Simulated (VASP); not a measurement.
Consider the following.

```xyz
7
Lattice="3.8451 0.0000 -0.0034 0.0000 3.8640 0.0000 -1.8263 0.0000 6.5307" Properties=species:S:1:pos:R:3 pbc="T T T"
Ta     1.0482     0.0000     5.1662
Ta     0.9705     0.0000     1.3611
O      1.0868     1.9320     5.2164
O      0.9319     1.9320     1.3109
O     -0.8625     0.0000     5.6830
O      2.8812     0.0000     0.8443
O      1.0094     0.0000     3.2637
```

Calculation: r2SCAN meta-GGA, VASP's PBE PAW potentials (set 64) (plane waves; VASP). Numerical set-up: 520 eV cut-off, 7×7×4 Γ-centred mesh, tetrahedra with Blöchl corrections, potentials Ta_pv O.

Unless said otherwise, spin-orbit coupling is left out, though it shifts the bands of the heavy elements here.

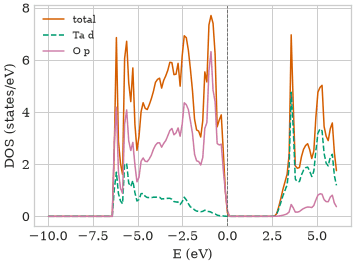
Total and projected density of states, zero at the valence-band maximum

Within 2 eV below the valence-band maximum the largest weight inside VASP's projection spheres is O p.

The gap is indirect, 2.65 eV, from the valence maximum at E to the conduction minimum at B.

The structure comes from a computed database's Ta2O5 entry (P2/m); how it stands against other phases isn't given here. It was relaxed first.
